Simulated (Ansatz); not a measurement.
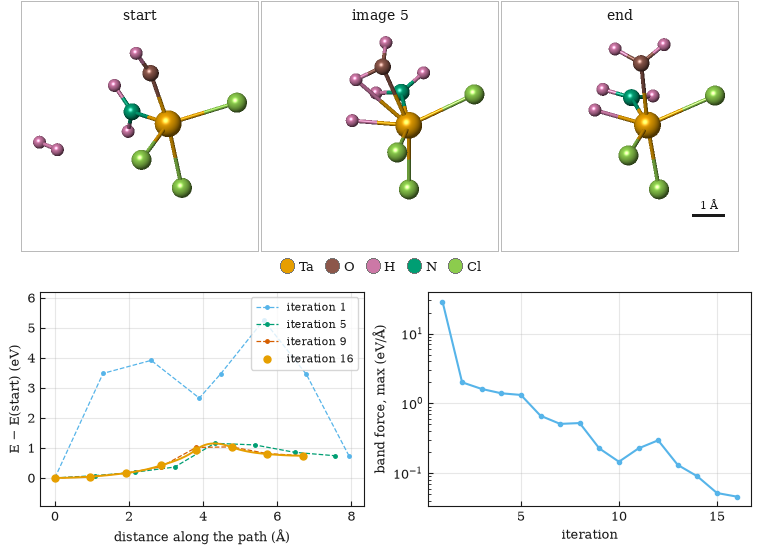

A search for the minimum-energy path of TaNH₅OCl₃, made up at the start of TaNH₃OCl₃ and H$_{2}$ by the nudged elastic band. Images are numbered from 0 (start) to 7 (end). The plot follows the band through its iterations. Style: ball-and-stick. Shown from a free direction.

All numbers below come from RKS PBE-D4/def2-SVP in Ansatz. Settings: 6 movable images; no climbing image; force threshold 0.05 eV/Å; iteration limit 60; starting path through a guess of the saddle point.

Question: Judge this run.

Answer: The run is converged, with reservations. The band converged in 16 iterations. The largest component of the band force went from 29 to 0.046 eV/Å. No image climbed, so the highest image needn't lie on the saddle point, and the true maximum along this path can be higher. The first iteration put the highest image at 5.26 eV. Forward barrier 1.03 eV, backward barrier 0.29 eV, with image 5 at the top; the reaction energy is +0.74 eV.

Limits of the set-up: the start holds two separate molecules, 3.0 Å apart at their closest, whose relative position is a soft coordinate.
